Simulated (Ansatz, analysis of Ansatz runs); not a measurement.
# Mg2TiO4 (Imma), V_O hop (2.7 Å): attempt frequency at charge +2, part 2 of 2

Aim: the prefactor of a hop in Mg2TiO4 (Imma) (V_O hop (2.7 Å), charge +2) from the modes of the moving atom at the start and at the top of a path found beforehand. Model: a cell of 56 host atoms with 1 O taken out.

Ansatz 0.2.0; plane-wave PAW DFT, PBEsol; finite-difference force constants of the moving atom alone.

So far. Step 2 (Vibrations of the moving atom at the start point): The three modes are 374, 468 and 573 cm⁻¹: all real, a minimum for this atom with the others held.

## (3) Vibrations of the moving atom at the top of the path

The same at the top, where the mode along the path should be imaginary.

qp2.top.modes/input.yaml reads:

```yaml
crystal:
  lattice:
    - [5.93160526, 5.95895149, 0.0]
    - [-5.93160526, 5.95895149, 0.0]
    - [0.0, 0.0, 8.47824647]
  atoms:
    - { symbol: Mg, position: [0.35069593, 0.34947446, 0.11057813] }
    - { symbol: Mg, position: [0.3756733, 0.87935891, 0.63981933] }
[... 5 atom lines left out ...]
    - { symbol: Mg, position: [0.77484773, 0.50289952, 0.23658677] }
[... 3 atom lines left out ...]
    - { symbol: Mg, position: [0.50633821, 0.76718655, 0.25656777] }
[... 2 atom lines left out ...]
    - { symbol: Mg, position: [0.62438683, 0.15377225, 0.36713984] }
[... 4 atom lines left out ...]
    - { symbol: Ti, position: [0.74964987, 0.78049939, 0.49494071] }
[... 3 atom lines left out ...]
    - { symbol: Ti, position: [0.47850327, 0.51746009, 0.52854534] }
[... 3 atom lines left out ...]
    - { symbol: O, position: [0.50848985, 0.74079197, 0.49893204] }
[... 6 atom lines left out ...]
    - { symbol: O, position: [0.62619684, 0.46812245, 0.39475561] }
[... 3 atom lines left out ...]
    - { symbol: O, position: [0.74246979, 0.73751792, 0.2732773] }
[... 2 atom lines left out ...]
    - { symbol: O, position: [0.76926756, 0.25327796, 0.21670171] }
[... 1 atom line left out ...]
    - { symbol: O, position: [0.2585073, 0.48965313, 0.50087148] }
[... 3 atom lines left out ...]
    - { symbol: O, position: [0.49176366, 0.49038822, 0.74121419] }
[... 3 atom lines left out ...]
    - { symbol: O, position: [0.47015685, 0.24730659, 0.5201723] }
[... 2 atom lines left out ...]
    - { symbol: O, position: [0.97855587, 0.76395469, 0.49842569] }
  symmetry: { detect: false }
total_charge: 2
basis:
  ecutwfc: 420
  xc_grid: 2
hamiltonian:
  xc: pbesol
kpoints:
  mp_grid: { grid: [1, 1, 1], shift: [0.25, 0.25, 0.25] }
scf:
  occupations: { method: fixed }
  max_iter: 150
phonons:
  supercell: [1, 1, 1]
  displaced_sites: [34]
  amplitude: 0.02
```

On the command line:

```sh
> ansatz run input.yaml --threads 4 --pin off --max-ram 14131MiB --backend cpu --events-out ev --progress --plain --runs-dir out
```

Numbers of over 12 decimals in the logs are rounded to 6 here.

Output:

```text
[...]
Crystal: 55 atoms, lattice volume = 599.347 Å³
Basis set: ecut = 420 eV, 11701 PW (Γ), exchange–correlation on 120×120×120 points (8 copies of the dense FFT grid, shifted against one another)
Bands: 275, of which v1, the nominal top of the filled ones, is band 220 counted from 1 (219 counted from 0)
Symmetry: 1 space group operations
k-points: 1
[...]
SCF iter   1: F=—  HF=-67867.392576 eV  |F-HF|=—  |Δ(HF+E_count)|=         —  Δρ=1.32e-2  dr2=9.78e-1  ethr=1.77e-3  ⟨swp⟩=4.0  Hψ=874  notcnv=0  defer=51
[...]
SCF iter  16: F=-67867.101988 eV  HF=-67867.101988 eV  |F-HF|=7.28e-11  |Δ(HF+E_count)|=  2.47e-10  Δρ=2.46e-7  dr2=4.59e-10  ethr=1.00e-12  ⟨swp⟩=12.0  Hψ=1400  notcnv=0
SCF 1 converged in 16 iterations: F = -67867.101988 eV  dr2 = 4.59e-10
[...]
SCF iter  13: F=-67867.097748 eV  HF=-67867.097748 eV  |F-HF|=1.46e-11  |Δ(HF+E_count)|=  7.28e-11  Δρ=7.30e-8  dr2=3.89e-11  ethr=1.00e-12  ⟨swp⟩=4.0  Hψ=842  notcnv=0
SCF 2 converged in 13 iterations: F = -67867.097748 eV  dr2 = 3.89e-11
[...]
SCF iter   9: F=-67867.099155 eV  HF=-67867.099155 eV  |F-HF|=1.46e-11  |Δ(HF+E_count)|=    0.00e0  Δρ=5.30e-8  dr2=1.66e-11  ethr=1.00e-12  ⟨swp⟩=4.0  Hψ=737  notcnv=0
SCF 3 converged in 9 iterations: F = -67867.099155 eV  dr2 = 1.66e-11
[...]
SCF iter   1: F=—  HF=-67867.099867 eV  |F-HF|=—  |Δ(HF+E_count)|=         —  Δρ=4.42e-4  dr2=1.31e-3  ethr=1.64e-7  ⟨swp⟩=3.0  Hψ=889  notcnv=0  defer=49
eigensolver tolerance schedule calibrated: the retry pair's looser diagonalisation under-reported the residual by θ = 0.45 (0.10/decade); [...]
SCF iter   2: F=—  HF=-67867.099694 eV  |F-HF|=—  |Δ(HF+E_count)|=   1.72e-4  Δρ=2.63e-4  dr2=3.02e-4  ethr=1.64e-7  ⟨swp⟩=2.0  Hψ=426  notcnv=0  defer=51
[...]
SCF iter  12: F=-67867.099313 eV  HF=-67867.099313 eV  |F-HF|=1.46e-11  |Δ(HF+E_count)|=  2.91e-10  Δρ=9.89e-8  dr2=8.01e-11  ethr=1.00e-12  ⟨swp⟩=4.0  Hψ=866  notcnv=0
SCF 4 converged in 12 iterations: F = -67867.099313 eV  dr2 = 8.01e-11
[...]
SCF iter   8: F=-67867.100226 eV  HF=-67867.100226 eV  |F-HF|=0.00e0  |Δ(HF+E_count)|=  1.46e-11  Δρ=6.32e-8  dr2=3.06e-11  ethr=1.00e-12  ⟨swp⟩=4.0  Hψ=768  notcnv=0
SCF 5 converged in 8 iterations: F = -67867.100226 eV  dr2 = 3.06e-11
[...]
SCF iter  13: F=-67867.098808 eV  HF=-67867.098808 eV  |F-HF|=4.37e-11  |Δ(HF+E_count)|=  4.37e-11  Δρ=7.17e-8  dr2=3.43e-11  ethr=1.00e-12  ⟨swp⟩=4.0  Hψ=747  notcnv=0
SCF 6 converged in 13 iterations: F = -67867.098808 eV  dr2 = 3.43e-11
[...]
SCF iter   9: F=-67867.097178 eV  HF=-67867.097178 eV  |F-HF|=5.82e-11  |Δ(HF+E_count)|=  4.37e-11  Δρ=9.84e-8  dr2=3.65e-11  ethr=1.00e-12  ⟨swp⟩=4.0  Hψ=849  notcnv=0
SCF 7 converged in 9 iterations: F = -67867.097178 eV  dr2 = 3.65e-11
SCF converged after 16 iterations
Free energy (F): -67867.101988 eV
[...]
Internal energy: -67867.101988 eV  (E = F + TS)
E sigma→0 (E₀):  -67867.101988 eV
Fermi energy:    6.967896 eV
[...]
--- Forces (eV/Å), atoms counted from 1 ---
  atom   1  Mg     0.00041767     0.00236650    -0.00129026
  atom   2  Mg    -0.00063526     0.00011558     0.00098285
  [... 5 atoms left out ...]
  atom   8  Mg    -0.00149953     0.00347196    -0.00312508
  [... 3 atoms left out ...]
  atom  12  Mg     0.00317326     0.00122294    -0.00126220
  [... 2 atoms left out ...]
  atom  15  Mg    -0.00152210     0.00400342    -0.00189382
  [... 4 atoms left out ...]
  atom  20  Ti     0.00721542    -0.00333340    -0.00550985
  [... 3 atoms left out ...]
  atom  24  Ti     0.03141393     0.01184083    -0.01720247
  [... 3 atoms left out ...]
  atom  28  O      0.00541726    -0.00882331     0.00119264
  [... 6 atoms left out ...]
  atom  35  O     -0.03757379    -0.02197485     0.04100765
  [... 3 atoms left out ...]
  atom  39  O     -0.00219816     0.00291107     0.00388979
  [... 2 atoms left out ...]
  atom  42  O      0.00117332    -0.00356342    -0.00135530
  [... 9 atoms left out ...]
  atom  52  O     -0.00647349    -0.00002544     0.00104413
  [... 3 atoms left out ...]
  max |Σ_I F_I| component: 1.49e-5 eV/Å
--- Band table (eV) ---
[...]
transpose residual: 3.7e-3 eV/Å²
[...]
frequencies among the named sites at Γ of the cell (cm⁻¹): -106.21 324.49 857.02
  unstable modes among the named sites: 1
  frequencies as built, with no sum rule (cm⁻¹): -106.19 324.49 857.02
  zero-point energy: 0.073244 eV/cell   skipped modes (ω ≤ 0): 1, of them read as no rigid motion or as one in doubt: 1 (1.000e0 modes/cell left out, lowest -106.21 cm⁻¹)
[...]
```

Run time: 79 s. Hardware: 4 threads of Arm Neoverse V1, shared host; peak memory 1.2 GiB; 5 min of CPU time.

Read from the output:

```
free energy                : -67867.1020 eV
frequencies of moving atom : -106.2, 324.5, 857.0 cm⁻¹ (negative: imaginary)
```

The three modes are 106i, 324 and 857 cm⁻¹: one imaginary, a saddle of first order for this atom with the others held.

## (4) Attempt frequency and hop rate

Analysis of the runs above: harmonic transition-state theory from the moving atom's modes alone (Vineyard), PBEsol.

It gives:

- attempt frequency: 10.81 THz

The hop rate by temperature:

| temperature (K) | hop rate (1/s) |
| --- | --- |
| 200 | 5.8e-24 |
| 300 | 7.2e-12 |
| 400 | 7.9e-6 |
| 600 | 8.80 |
| 800 | 9264 |
| 1000 | 6.0e5 |

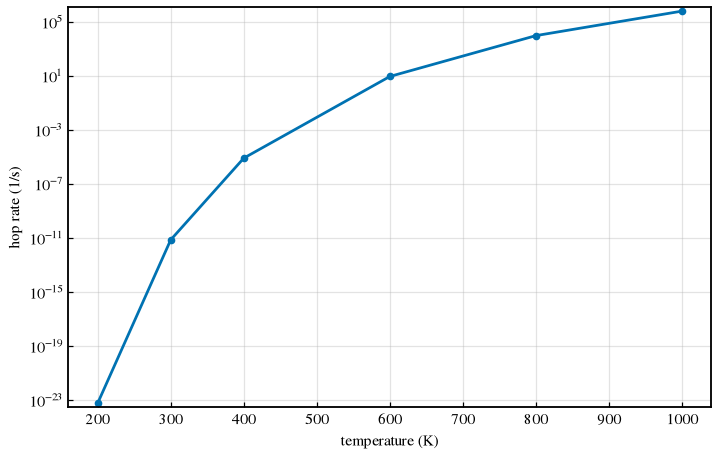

Hop rate, plotted against temperature.

## (5) Summary of results

| Property | Result |
| --- | --- |
| attempt frequency (attempt frequency and hop rate) | 10.8 THz |

The attempt frequency, the product of the three frequencies at the start over that of the two real ones at the top (Vineyard), is 10.8 THz. With the barrier of 1.44 eV it gives 8.8e+00 hops a second at 600 K along this one path; equivalent neighbouring sites multiply that. The host's atoms were held, though they move along the path too, so the prefactor is rough. Keep in mind: one k-point off the zone centre stands for the whole zone; periodic copies of the defect are only 8.4 Å apart.

[Logs are printed without paths, hosts, clocks, repeated set-up lines and the standing remarks that a program may print on its own settings, such as how far it seeks lower states.]

[Hosts, paths, dates, database ids (printed as entryN), source tags and the programs' standing remarks are cut or masked in the printed files.]
